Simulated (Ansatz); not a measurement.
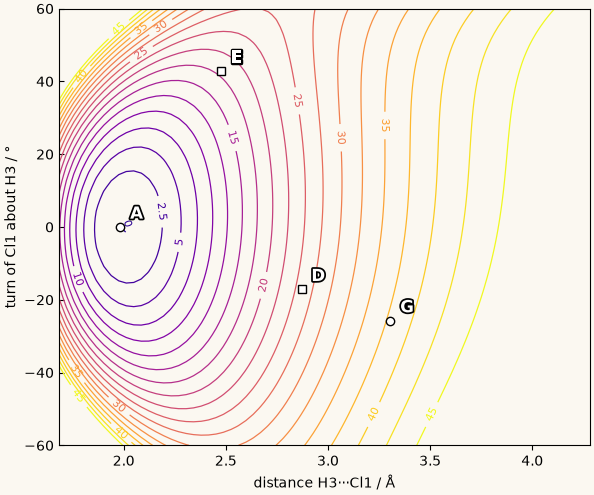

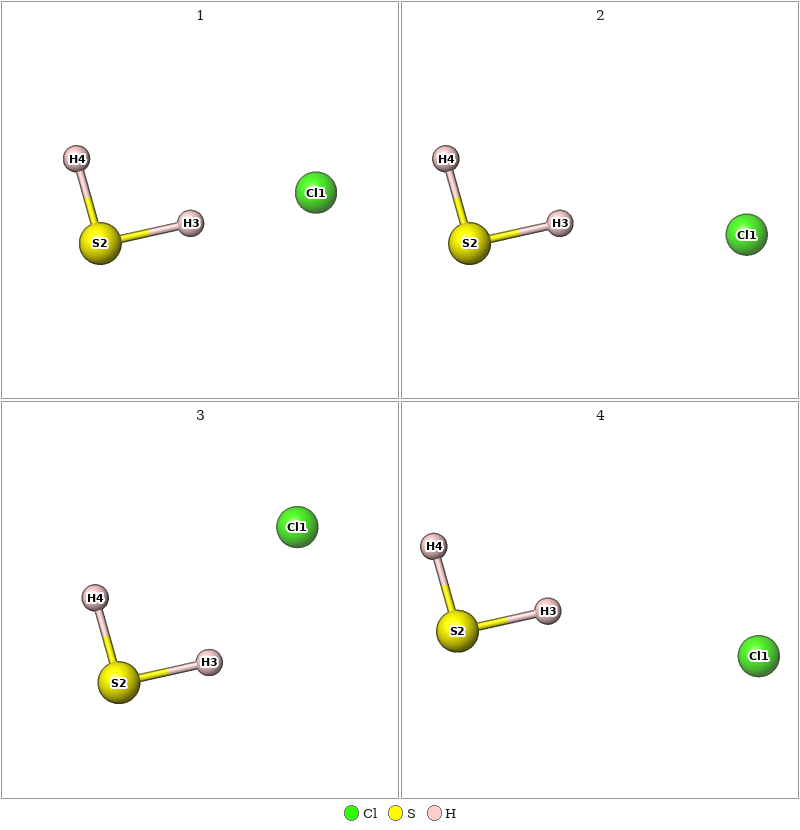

The pair Cl···H₂S, charge −1. The turn is about an axis along (0.75, 0.08, 0.65) in the frame of the relaxed pair, normal to the line between the partners. The first coordinate is: distance H3···Cl1; the second: turn of Cl1 about H3. The grid has 15 × 15 points. Points are written as (first, second). All energies are given in kJ/mol relative to the lowest grid point. These are results of RKS B3LYP-D4/def2-TZVPD in Ansatz, not measurements.

The picture shows contour lines labelled in kJ/mol (none above 45), lettered points. Between grid points the surface is interpolated. The numbered pictures are the structures at these points, in random order.

> Which structure belongs to which point?

A is structure 1: (1.984 Å, 0.0°), 0.0 kJ/mol; D is structure 2: (2.871 Å, −17.1°), 25.9 kJ/mol; E is structure 3: (2.477 Å, 42.9°), 18.1 kJ/mol; G is structure 4: (3.306 Å, −25.7°), 37.9 kJ/mol.
